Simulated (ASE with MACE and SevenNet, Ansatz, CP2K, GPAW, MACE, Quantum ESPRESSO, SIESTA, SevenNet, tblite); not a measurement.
# Running random rock-salt alloy of CaS and PbS (64 atoms) with machine-learned potentials

How do the settings of machine-learned potentials change the result for random rock-salt alloy of CaS and PbS (64 atoms)? A plane-wave run serves as the yardstick.

Method: the method is named at each step, in ASE with MACE and SevenNet.

**1. Set-up**

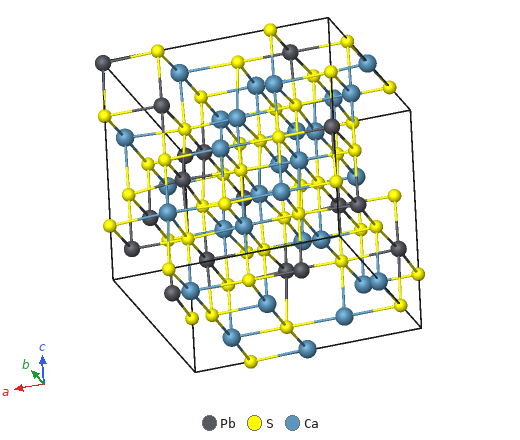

The starting structure, seen from a free direction (lead dark grey, sulfur yellow, calcium blue). Some periodic images of atoms are drawn too.

The cell holds 64 atoms: 12 Pb, 32 S and 20 Ca. Cell: a = 11.565 Å, b = 11.565 Å, c = 11.565 Å, α = 90.0°, β = 90.0°, γ = 90.0°. It derives from CaS (rock-salt), repeated 2×2×2. Rock-salt CaS, 2 x 2 x 2 conventional cells, 12 of 32 Ca sites given to Pb at random (x = 0.375), lattice by Vegard's rule (a = 5.782 Å); not relaxed, displaced by a Gaussian of 0.02 Å. Then every atom was moved at random, 0.05 Å r.m.s. a Cartesian component.

The yardstick, on the same geometry:

| Quantity | Value |
| --- | --- |
| method | Kohn-Sham DFT, PBE, SSSP efficiency 1.3.0 pseudopotentials, plane waves (Quantum ESPRESSO 7.5); sssp-pbe-1.3.0-efficiency, cutoffs 45/360 Ry, Γ point |
| r.m.s. force component | 0.4224 eV/Å |
| longest force | 1.37 eV/Å |
| pressure | 2.787 GPa |
| gap (highest filled to lowest empty level) | 1.836 eV |
| time | 5.8 min on 4 MPI ranks of Arm Neoverse V2, shared host |
| CPU time | 23 min |

**2. MACE MPA-0 medium potential**

Method: machine-learned interatomic potential MACE MPA-0 medium, trained on PBE(+U) plane-wave data.

run.py reads:

```python
import numpy as np
from ase.io import read
import mlip  # loads the published weights by name

atoms = read("structure.xyz")
atoms.calc = mlip.calc("mace-mpa-0-medium")
energy = atoms.get_potential_energy()
forces = atoms.get_forces()
print(f"energy {energy:.6f} eV")
print("forces (eV/A)")
for i, (a, f) in enumerate(zip(atoms, forces)):
    print(f"{i:4d} {a.symbol:2s} {f[0]:10.5f} {f[1]:10.5f} {f[2]:10.5f}")
stress = -atoms.get_stress(voigt=False) * 160.21766
print("stress (GPa, compression positive)")
for row in stress:
    print(" ".join(f"{x:10.4f}" for x in row))
```

structure.xyz reads:

```xyz
64
Lattice="11.56460 0.00000 0.00000 0.00000 11.56460 0.00000 0.00000 0.00000 11.56460" Properties=species:S:1:pos:R:3 pbc="T T T"
Pb 11.51811 11.55419 11.49128
S 2.96539 11.55072 11.50805
Pb 11.53187 2.91555 2.95545
S 2.88999 2.89173 2.90850
Ca 2.81876 11.54806 2.89543
S 0.01596 0.01943 2.85542
Ca 2.91150 2.80858 0.01712
S 0.04822 2.79690 0.02556
Pb 0.11611 11.49822 5.83006
S 2.81274 0.00197 5.78947
Ca 11.50828 2.87369 8.64026
S 2.81482 2.95290 8.55734
Ca 2.91983 11.55315 8.62580
S 0.01688 11.52436 8.70097
Pb 2.87057 2.94932 5.84105
S 0.02729 2.93602 5.77906
Ca 0.08037 5.80635 0.02683
S 2.85125 5.78357 11.49359
Pb 11.53916 8.58371 2.89820
S 2.95348 8.73359 2.95695
Ca 2.89022 5.76935 2.82859
S 0.05759 5.80578 2.92029
Pb 2.97661 8.69831 11.53870
S 0.06418 8.70225 11.52274
Pb 11.51002 5.71846 5.75697
S 2.91208 5.72887 5.86441
Ca 0.02047 8.63957 8.78181
S 2.86143 8.66374 8.72121
Ca 2.93174 5.70308 8.60395
S 11.48642 5.69857 8.60707
Ca 2.83980 8.61412 5.81110
S 11.54159 8.65738 5.74125
Ca 5.77351 0.14745 11.55940
S 8.71867 11.55905 11.55061
Pb 5.68724 2.95822 2.94296
S 8.68513 2.89335 2.82292
Ca 8.63332 11.51117 2.99338
S 5.72806 11.49116 2.87380
Ca 8.65437 2.87103 0.03493
S 5.82671 2.91301 11.56125
Ca 5.78311 0.01110 5.78612
S 8.63425 0.00555 5.75755
Ca 5.80809 2.84223 8.66801
S 8.65969 2.89497 8.69924
Pb 8.66223 11.53488 8.66339
S 5.71268 0.06314 8.68455
Ca 8.74423 2.97650 5.76148
S 5.67914 2.89265 5.76345
Ca 5.80427 5.72714 0.03550
S 8.60418 5.77825 11.54425
Ca 5.78022 8.65957 2.91613
S 8.66212 8.63228 2.82419
Pb 8.72873 5.75628 2.95348
S 5.79479 5.83642 2.84813
Ca 8.62430 8.74411 0.00671
S 5.68828 8.61285 0.03654
[... 4 atom lines left out ...]
Pb 8.60788 5.72320 8.64419
S 5.73766 5.74876 8.66362
Pb 8.72295 8.78331 5.92223
S 5.80763 8.62152 5.89101
```

On the command line:

```sh
$ OMP_NUM_THREADS=1 python run.py > output.txt
```

Output:

```text
energy -311.506757 eV
forces (eV/A)
   0 Pb    0.49611   -0.02256    0.50544
   1 S     0.31612    0.77328    0.05076
   2 Pb    0.15272   -0.36398   -0.42957
   3 S    -0.01824    0.07615   -0.78727
   4 Ca    0.16965   -0.02320   -0.10754
   5 S    -0.23062   -0.06081    0.28963
   6 Ca   -0.20136    0.22514   -0.09386
   7 S    -0.14677    1.01069   -0.58465
   8 Pb   -0.50460    0.15960   -0.35877
   9 S     1.06659   -0.66580    0.01685
  10 Ca    0.21597    0.05373    0.22252
  11 S     0.19930   -0.50484    1.22036
  12 Ca   -0.20277   -0.00831    0.21216
  13 S     0.27163    0.00148   -0.39289
  14 Pb    0.10111   -0.15940   -0.34692
  15 S    -1.05150   -0.41343    0.69582
  16 Ca   -0.31322   -0.12570   -0.22096
  17 S     0.21141   -0.74840    0.26406
  18 Pb    0.20386    0.57437   -0.23268
  19 S     0.15809   -0.33948    0.48671
  20 Ca    0.12694    0.15695    0.20695
  21 S     0.46458   -0.17881   -0.92903
  22 Pb   -0.34398   -0.08807    0.22171
  23 S    -1.07448   -0.88588   -0.31310
[...]
56 Ca   -0.33290   -0.38731   -0.09995
  57 S    -1.24376   -0.60592   -0.04757
  58 Ca   -0.68111   -0.14548    0.41520
  59 S     0.53225    0.43887    0.98650
  60 Pb    0.16901    0.06037    0.37090
  61 S    -0.37281    0.02516    0.00482
  62 Pb   -0.20074   -0.27678   -0.79150
  63 S    -0.46505    0.33242   -0.32129
stress (GPa, compression positive)
    2.8788    -0.0282    -0.0275
   -0.0282     2.4671     0.0058
   -0.0275     0.0058     2.6268
```

It took 6.4 s on 1 thread of Arm Neoverse V2, shared host; peak memory 0.76 GiB.

Banners, paths, timers and routine set-up lines are dropped from the logs unmarked, and long logs keep their key lines alone; longer cuts are marked.

Against the reference:

```yaml
r_m_s_force_component: 0.4387 eV/Å
r_m_s_difference_of_force_components: 71.65 meV/Å
longest_difference_of_force_vectors: 256.4 meV/Å
force_difference_over_r_m_s_force: 16.96 %
slope_of_forces_against_the_reference_s: 1.025
correlation_of_force_components: 0.9869
pressure: 2.658 GPa
pressure_difference: -0.1294 GPa
```

Length of the force difference by element (eV/Å):

| element | atoms | mean | most |
| --- | --- | --- | --- |
| Ca | 20 | 0.091 | 0.23 |
| Pb | 12 | 0.13 | 0.21 |
| S | 32 | 0.11 | 0.26 |

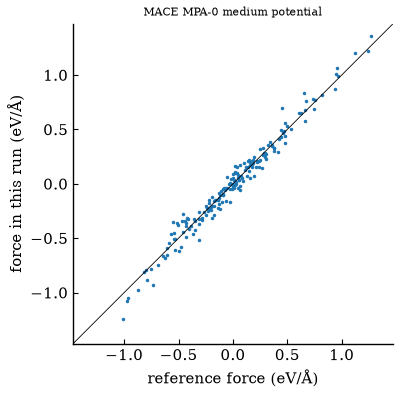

Force components against those of the reference; the line marks equality.

A closer look about S24, which bears the longest force: 9 atoms, nearest first, numbered in the order of the input, with positions taken from that point.

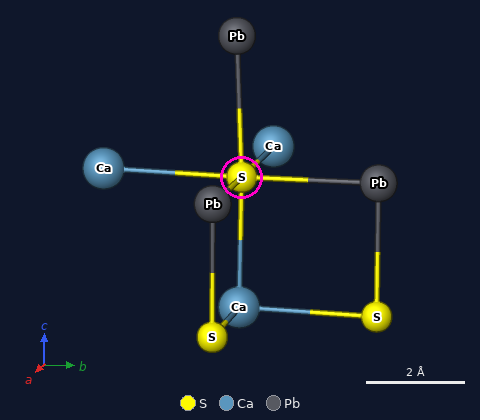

The atoms of the table, within 4.0 Å (arrows a, b, c point along x, y, z); some may hide others; the central atom is ringed.

| atom | x | y | z | distance (Å) | bonds | Fx | Fy | Fz (eV/Å) |
| --- | --- | --- | --- | --- | --- | --- | --- | --- |
| S24 | 0.00 | 0.00 | 0.00 | 0.00 | 6 | -1.07 | -0.89 | -0.31 |
| Ca27 | -0.04 | -0.06 | -2.74 | 2.74 | 6 | 0.04 | -0.17 | -0.33 |
| Pb1 | -0.11 | 2.85 | -0.03 | 2.85 | 6 | 0.50 | -0.02 | 0.51 |
| Ca17 | 0.02 | -2.90 | 0.07 | 2.90 | 6 | -0.31 | -0.13 | -0.22 |
| Pb23 | 2.91 | 0.00 | 0.02 | 2.91 | 6 | -0.34 | -0.09 | 0.22 |
| Pb19 | -0.09 | -0.12 | 2.94 | 2.94 | 6 | 0.20 | 0.57 | -0.23 |
| Ca55 | -3.00 | 0.04 | 0.05 | 3.01 | 6 | 0.10 | -0.35 | 0.09 |
| S28 | 2.80 | -0.04 | -2.80 | 3.96 | 6 | 0.07 | 0.04 | -0.82 |
| S14 | -0.05 | 2.82 | -2.82 | 3.99 | 6 | 0.27 | 0.00 | -0.39 |

Atoms are counted from 1 here, from 0 in the log.

Forces lie 17 % from the reference's, at 0.0045 times its CPU time (on 1 against 4 cores).

**3. SevenNet l3i5 potential**

Method: machine-learned interatomic potential SevenNet l3i5, trained on PBE(+U) plane-wave data.

Edit run.py of step 2 so:

```diff
@@ -5,3 +5,3 @@
 atoms = read("structure.xyz")
-atoms.calc = mlip.calc("mace-mpa-0-medium")
+atoms.calc = mlip.calc("7net-l3i5")
 energy = atoms.get_potential_energy()
```

structure.xyz is that of step 2.

Output:

```text
energy -311.021912 eV
forces (eV/A)
   0 Pb    0.40799   -0.00238    0.45234
   1 S     0.28936    0.73391    0.04928
   2 Pb    0.11784   -0.31144   -0.41791
   3 S    -0.10739    0.04146   -0.80267
   4 Ca    0.24793   -0.01777   -0.09324
   5 S    -0.19273   -0.06053    0.28800
   6 Ca   -0.13976    0.26336   -0.13848
   7 S    -0.11901    0.97969   -0.57733
   8 Pb   -0.53061    0.13723   -0.28300
   9 S     1.00598   -0.70780    0.01900
  10 Ca    0.15779    0.04277    0.25506
  11 S     0.21300   -0.48884    1.26486
  12 Ca   -0.16511    0.01154    0.17759
  13 S     0.34295    0.02512   -0.36659
  14 Pb    0.09376   -0.18921   -0.36214
  15 S    -0.91967   -0.44732    0.63779
  16 Ca   -0.31756   -0.16608   -0.26510
  17 S     0.21501   -0.73801    0.22683
  18 Pb    0.17668    0.55090   -0.22629
  19 S     0.17629   -0.34028    0.44709
  20 Ca    0.16740    0.17633    0.15917
  21 S     0.47157   -0.20640   -0.91146
  22 Pb   -0.33932   -0.08870    0.23211
  23 S    -0.95736   -0.84388   -0.28776
[...]
56 Ca   -0.31674   -0.34980   -0.06783
  57 S    -1.20845   -0.59217    0.03917
  58 Ca   -0.66773   -0.12802    0.39148
  59 S     0.50996    0.34495    1.09068
  60 Pb    0.14453    0.04742    0.33418
  61 S    -0.37091    0.01009    0.01637
  62 Pb   -0.18584   -0.27889   -0.80122
  63 S    -0.61797    0.31460   -0.34418
stress (GPa, compression positive)
    3.1999    -0.0423    -0.0283
   -0.0423     2.7915    -0.0010
   -0.0283    -0.0010     2.9835
```

Elapsed: 7.4 s, on 1 thread; peak memory 0.93 GiB.

Numbers from this run, and their distance from the reference:

| Item | Value |
| --- | --- |
| r.m.s. force component | 0.431 eV/Å |
| r.m.s. difference of force components | 71.55 meV/Å |
| longest difference of force vectors | 259.4 meV/Å |
| force difference over r.m.s. force | 16.94 % |
| slope of forces against the reference's | 1.006 |
| correlation of force components | 0.9861 |
| pressure | 2.992 GPa |
| pressure difference | 0.2046 GPa |

Against the first run (17 %), the force difference from the reference is 17 %, at 1.2 times the CPU time.

**4. MACE MP-0b2 small potential**

Method: machine-learned interatomic potential MACE MP-0b2 small, trained on PBE(+U) plane-wave data.

Edit run.py of step 3 so:

```diff
@@ -5,3 +5,3 @@
 atoms = read("structure.xyz")
-atoms.calc = mlip.calc("7net-l3i5")
+atoms.calc = mlip.calc("mace-mp-0b2-small")
 energy = atoms.get_potential_energy()
```

structure.xyz is that of step 3.

Output:

```text
energy -311.352126 eV
forces (eV/A)
   0 Pb    0.42938    0.00248    0.46951
   1 S     0.17064    0.57669    0.06725
   2 Pb    0.12595   -0.28953   -0.40353
   3 S    -0.04198    0.04551   -0.59323
   4 Ca    0.23242    0.01824   -0.09322
   5 S    -0.19659   -0.04879    0.17083
   6 Ca   -0.14195    0.17452   -0.06572
   7 S    -0.17262    0.83620   -0.51135
   8 Pb   -0.45128    0.08714   -0.26732
   9 S     0.95553   -0.47420    0.01569
  10 Ca    0.14278    0.00398    0.21889
  11 S     0.22649   -0.47440    1.11137
  12 Ca   -0.18303    0.04968    0.16895
  13 S     0.29672    0.03039   -0.26525
  14 Pb    0.01868   -0.24760   -0.45598
  15 S    -0.77523   -0.36939    0.62047
  16 Ca   -0.38517   -0.14394   -0.18388
  17 S     0.23662   -0.54440    0.20585
  18 Pb    0.16449    0.46487   -0.19668
  19 S     0.07184   -0.34597    0.25265
  20 Ca    0.14270    0.18206    0.17199
  21 S     0.40266   -0.17318   -0.77002
  22 Pb   -0.39850   -0.10468    0.25902
  23 S    -0.81197   -0.72428   -0.23108
[...]
56 Ca   -0.26480   -0.36499   -0.13393
  57 S    -1.17430   -0.50812    0.01912
  58 Ca   -0.66405   -0.13345    0.42760
  59 S     0.57402    0.43441    0.96435
  60 Pb    0.12947    0.04260    0.33364
  61 S    -0.22548   -0.01692    0.03476
  62 Pb   -0.22697   -0.28132   -0.84271
  63 S    -0.42192    0.35706   -0.34060
stress (GPa, compression positive)
    2.6038    -0.0300    -0.0438
   -0.0300     2.2768     0.0171
   -0.0438     0.0171     2.4942
```

Run time: 5.7 s. Hardware: 1 thread; peak memory 0.67 GiB.

Compared with the plane-wave run:

* r.m.s. force component: 0.386 eV/Å
* r.m.s. difference of force components: 82.89 meV/Å
* longest difference of force vectors: 270.5 meV/Å
* force difference over r.m.s. force: 19.62 %
* slope of forces against the reference's: 0.8982
* correlation of force components: 0.983
* pressure: 2.458 GPa
* pressure difference: -0.3287 GPa

Against the first run (17 %), the force difference from the reference is 20 %, at 0.87 times the CPU time.

**5. The ladder**

Differences are against the plane-wave reference, forces as r.m.s. over components; share is that over the reference's r.m.s. force, slope the least-squares factor from reference forces to these. Total energies of different programs have different zeros and aren't compared.

| run | Δ force, r.m.s. (meV/Å) | share (%) | slope | Δ pressure (GPa) | cores | CPU time | memory (GiB) |
| --- | --- | --- | --- | --- | --- | --- | --- |
| reference | - | - | - | - | 4 | 23 min | 3.5 |
| MACE MPA-0 medium potential | 71.6 | 17.0 | 1.025 | -0.129 | 1 | 6.3 s | 0.76 |
| SevenNet l3i5 potential | 71.6 | 16.9 | 1.006 | 0.205 | 1 | 7.4 s | 0.93 |
| MACE MP-0b2 small potential | 82.9 | 19.6 | 0.898 | -0.329 | 1 | 5.5 s | 0.67 |

Times of the machine-learned potentials are mostly Python's start and the loading of weights.

CPU time is summed over cores on a shared host, where runs went side by side, so it is rough. Symmetry, cutoffs, thresholds, outputs and thread counts weren't matched or tuned between programs; memory under MPI is the largest rank's times the ranks.

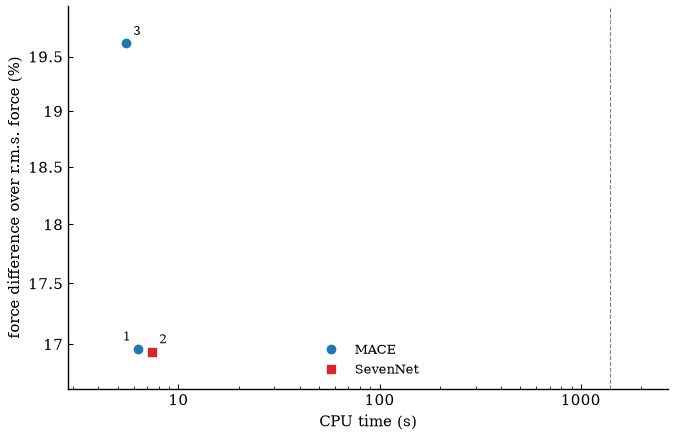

Force difference against CPU time; the dashed line marks the reference's time. Points: 1 MACE MPA-0 medium potential; 2 SevenNet l3i5 potential; 3 MACE MP-0b2 small potential.

A second geometry, displaced anew (every atom was moved at random, 0.04 Å r.m.s. a Cartesian component), gives an energy difference that all programs can be tested on. The reference puts it at -12.45 meV/atom.

| run | energy less the first geometry's (meV/atom) | error (meV/atom) | force share at the second geometry (%) |
| --- | --- | --- | --- |
| MACE MPA-0 medium potential | -11.88 | 0.577 | 19.6 |
| SevenNet l3i5 potential | -11.92 | 0.534 | 19.6 |
| MACE MP-0b2 small potential | -10.73 | 1.73 | 22.8 |

**6. Results**

| Quantity | Value |
| --- | --- |
| nearest in forces | a tie at 17 % of 2 runs: MACE MPA-0 medium potential; SevenNet l3i5 potential |

**Reading.** Machine-learned potentials differ by 17 % (SevenNet l3i5 potential) to 20 % (MACE MP-0b2 small potential); they were trained on other programs' data. The energy difference between the two geometries, -12.5 meV/atom in the reference, is met best by SevenNet l3i5 potential (+0.534) and worst by MACE MP-0b2 small potential (+1.73). The reference's pressure holds the uncorrected Pulay stress of its 45 Ry basis, so small pressure differences, and their order, may be the reference's own error. Machine-learned potentials mimic data converged in k, so the reference's own k-point error enters their differences. The host structure and its lattice constant were typed by rule, without a check against the phase diagram. The reference's pressure of 2.8 GPa belongs to a cell and atoms that aren't relaxed at this level. The electronic-structure runs sample only Γ, in a cell whose shortest periodic width is 12 Å. Spin–orbit coupling is left out, which matters for the levels of the heavy elements.

[Also dropped from logs without a mark: logging warnings of Python, and SIESTA's first energy breakdown and zero terms.]

[Logs are printed without paths, hosts, clocks, repeated set-up lines and the standing remarks that a program may print on its own settings, such as how far it seeks lower states.]

[Hosts, paths, dates, database ids (printed as entryN), source tags and the programs' standing remarks are cut or masked in the printed files.]
